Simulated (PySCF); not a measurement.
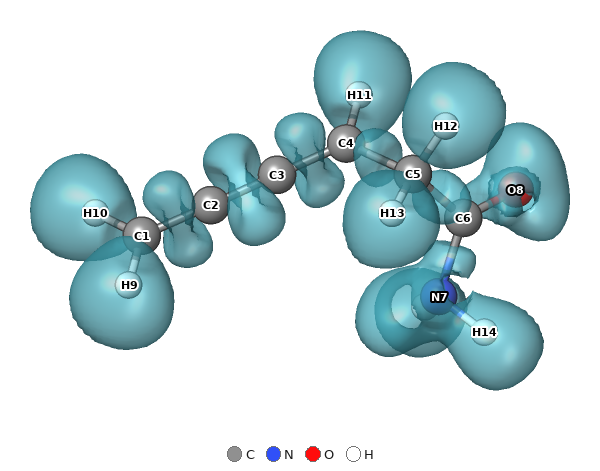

Figure. C$_{6}$H$_{7}$NO (SMILES C=C=C=CCC(N)=O). Isosurface of the electron localisation function at 0.75 (cyan), seen at an oblique angle. Only the valence region is drawn (cores and ρ < 0.01 e/Å³ removed).

Geometry: GFN2-xTB.

All numbers below come from PySCF 2.14.0, BP86/pcSseg-1, SCF density, gas phase, non-relativistic.

Input file:

```
{"job": {"kind": "nmr", "xc": "BP86", "basis": "pcSseg-1", "pop": false}, "charge": 0, "multiplicity": 1}
C      3.398732     0.738764     0.271083
C      2.268732     0.087731     0.178648
C      1.191801    -0.553768     0.069619
C      0.063101    -1.216642    -0.004963
C     -1.196290    -0.792440     0.700582
C     -2.062079    -0.154055    -0.362646
N     -1.770186     1.237124    -0.520187
O     -2.864955    -0.750645    -1.027004
H      3.488259     1.623719     0.880249
H      4.281262     0.415646    -0.257485
H     -0.019013    -2.093114    -0.634622
H     -1.705243    -1.665821     1.110234
H     -0.972589    -0.060741     1.474298
H     -2.628174     1.770622    -0.400499
H     -1.473359     1.413620    -1.477306
```

Launched as:

```sh
OMP_NUM_THREADS=1 python ens_run.py task.json out
```

What do the ELF domains correspond to?

Answer. The surface consists of five regions between bonded C–C atoms (shared pairs), five regions around hydrogen nuclei, one region on O in which the atom's valence shell and bonds are merged and one joined region spread over several atoms (H, N), in which their bonds and any lone pairs are merged. Along the contacts the grid gives the following. C–O (1.20 Å): the ELF peaks at about 0.85 between the atoms: a short, multiple covalent bond. C–C (1.26 Å): the ELF peaks at about 0.90 between the atoms (a multiple bond).
